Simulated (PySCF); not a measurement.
**BF (SMILES [B]F): wB97X/def2-TZVPPD**

What is the energy change on altering one bond length of BF at wB97X/def2-TZVPPD? 

The calculation is run with PySCF 2.14.0.

5 further runs of the same task are left out: 5 set aside as unsound or not needed.

## 1. The structure to begin with

BF: 2 atoms, total charge 0, spin state singlet. SMILES: `[B]F`. Geometry: relaxed at GFN2-xTB.

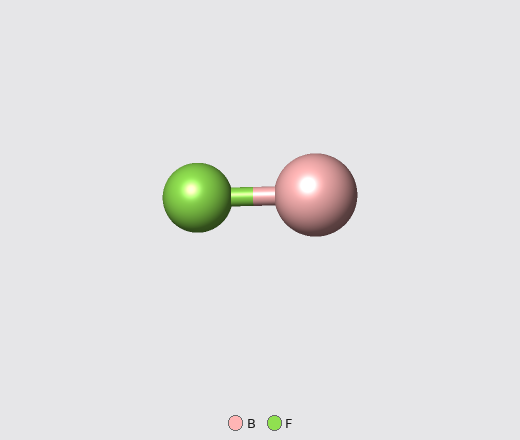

The structure, seen from a chosen angle (boron pink, fluorine green).

## 2. The energy at wB97X/def2-TZVPPD

File input.py:

```python
from pyscf import gto, dft

mol = gto.Mole()
mol.atom = 'B 0.000000 0.000000 0.000000; F 0.000000 0.000000 1.244390'
mol.max_memory = 1860
mol.verbose = 4
mol.spin = 0
mol.charge = 0
mol.basis = 'def2-tzvppd'
mol.build()

mf = dft.RKS(mol, xc='wb97x')
mf.grids.level = 5
mf.conv_tol = 1e-10
mf.kernel()
if not mf.converged:
    mf = mf.newton().run(mf.mo_coeff, mf.mo_occ)

e_final = mf.e_tot
print('E = %.10f Eh' % e_final)
```

Started as:

```console
$ OMP_NUM_THREADS=1 python input.py
```

The log of the run:

```text
PySCF version 2.14.0

[INPUT] num. atoms = 2
[INPUT] num. electrons = 14
[INPUT] charge = 0
[INPUT] spin (= nelec alpha-beta = 2S) = 0
[INPUT] symmetry False subgroup None
[INPUT] Mole.unit = angstrom
[INPUT] Symbol           X                Y                Z      unit          X                Y                Z       unit  Magmom
[INPUT]  1 B      0.000000000000   0.000000000000   0.000000000000 AA    0.000000000000   0.000000000000   0.000000000000 Bohr   0.0
[INPUT]  2 F      0.000000000000   0.000000000000   1.244390000000 AA    0.000000000000   0.000000000000   2.351556292148 Bohr   0.0

nuclear repulsion = 19.1362631421017
number of shells = 27
number of NR pGTOs = 107
number of NR cGTOs = 77
basis = def2-tzvppd
ecp = {}

******** <class 'pyscf.dft.rks.RKS'> ********
method = RKS
initial guess = minao
damping factor = 0
level_shift factor = 0
DIIS = <class 'pyscf.scf.diis.CDIIS'>
diis_start_cycle = 1
diis_space = 8
diis_damp = 0
SCF conv_tol = 1e-10
SCF conv_tol_grad = None
SCF max_cycles = 50
direct_scf = True
direct_scf_tol = 1e-13
XC library pyscf.dft.libxc version 7.0.0
    S. Lehtola, C. Steigemann, M. J.T. Oliveira, and M. A.L. Marques.,  SoftwareX 7, 1–5 (2018)
XC functionals = wb97x
radial grids:
    Treutler-Ahlrichs [JCP 102, 346 (1995); DOI:10.1063/1.469408] (M4) radial grids

becke partition: Becke, JCP 88, 2547 (1988); DOI:10.1063/1.454033
pruning grids: <function nwchem_prune>
grids dens level: 5
symmetrized grids: False
atomic radii adjust function: <function treutler_atomic_radii_adjust>
small_rho_cutoff = 0
Set gradient conv threshold to 1e-05
Initial guess from minao.
tot grids = 87040
init E= -124.760858331337
  HOMO = -0.30727299472662  LUMO = 0.0144926550957846  gap/eV = 8.75569
cycle= 1 E= -124.650906494486  delta_E= 0.11  |g|= 0.445  |ddm|= 0.965
  HOMO = -0.40394110743059  LUMO = 0.0425221362531747  gap/eV = 12.14888
cycle= 2 E= -124.644682388516  delta_E= 0.00622  |g|= 0.552  |ddm|= 0.397
  HOMO = -0.389859477366382  LUMO = 0.0441088776877109  gap/eV = 11.80888
cycle= 3 E= -124.685691295241  delta_E= -0.041  |g|= 0.0198  |ddm|= 0.189
  HOMO = -0.383525236742692  LUMO = 0.0484832797613724  gap/eV = 11.75555
cycle= 4 E= -124.685862560427  delta_E= -0.000171  |g|= 0.00643  |ddm|= 0.0454
  HOMO = -0.384673021424756  LUMO = 0.047222598899905  gap/eV = 11.75248
cycle= 5 E= -124.685878761029  delta_E= -1.62e-05  |g|= 0.00169  |ddm|= 0.0163
  HOMO = -0.384931772486347  LUMO = 0.0468467809618096  gap/eV = 11.74929
cycle= 6 E= -124.685880088764  delta_E= -1.33e-06  |g|= 0.000233  |ddm|= 0.00602
  HOMO = -0.384960327074928  LUMO = 0.0467979625214257  gap/eV = 11.74874
cycle= 7 E= -124.685880131378  delta_E= -4.26e-08  |g|= 3.15e-05  |ddm|= 0.00132
  HOMO = -0.38496557900649  LUMO = 0.0467904178865398  gap/eV = 11.74868
cycle= 8 E= -124.685880132254  delta_E= -8.76e-10  |g|= 4.21e-06  |ddm|= 0.000218
  HOMO = -0.384965996060515  LUMO = 0.0467897472797265  gap/eV = 11.74867
cycle= 9 E= -124.685880132275  delta_E= -2.08e-11  |g|= 8.68e-07  |ddm|= 3.42e-05
  HOMO = -0.384965991848617  LUMO = 0.0467898067665393  gap/eV = 11.74867
Extra cycle  E= -124.685880132275  delta_E= -5.12e-13  |g|= 4.9e-07  |ddm|= 3.06e-06
converged SCF energy = -124.685880132275
E = -124.6858801323 Eh
```

Run time: 5.7 s. Hardware: 1 thread of Arm Neoverse V2, shared host; peak memory 0.35 GiB.

## 3. The distorted shape at the same level

File job.py:

```python
from pyscf import gto, dft

mol = gto.M(
    atom='B 0.000000 0.000000 -0.186610; F 0.000000 0.000000 1.244390',
    verbose=3,
    max_memory=1860,
    charge=0,
    basis='def2-tzvppd',
)

mf = dft.RKS(mol, xc='wb97x')
mf.grids.level = 5
mf.conv_tol = 1e-10
mf.kernel()
if not mf.converged:
    mf = mf.newton().run(mf.mo_coeff, mf.mo_occ)

energy = mf.e_tot
print('Final energy', energy)
```

Started as:

```console
$ OMP_NUM_THREADS=1 python job.py
```

The log of the run:

```text
converged SCF energy = -124.669678426755
Final energy -124.66967842675533
```

Wall time 5.7 s (1 thread of Arm Neoverse V2, shared host); peak memory 0.35 GiB.

## 4. Summary of results

Level: wB97X/def2-TZVPPD.

| quantity | value |
| --- | --- |
| first shape: total energy | -124.68588 Eh |
| first shape: dipole moment | 1.13 D |
| first shape: HOMO energy | -10.48 eV |
| first shape: LUMO energy | 1.27 eV |
| first shape: HOMO–LUMO gap | 11.75 eV |
| distorted shape: total energy | -124.66968 Eh |
| distorted shape: dipole moment | 0.07 D |
| distorted shape: HOMO energy | -11.08 eV |
| distorted shape: LUMO energy | 0.54 eV |
| distorted shape: HOMO–LUMO gap | 11.61 eV |
| energy change with the B1–F2 bond stretched from 1.244 to 1.431 Å | 0.441 eV |

In words: With the B1–F2 bond stretched from 1.244 to 1.431 Å the energy rises by 0.44 eV (42.5 kJ/mol). The first shape isn't relaxed at this level, so the change isn't measured from a minimum.
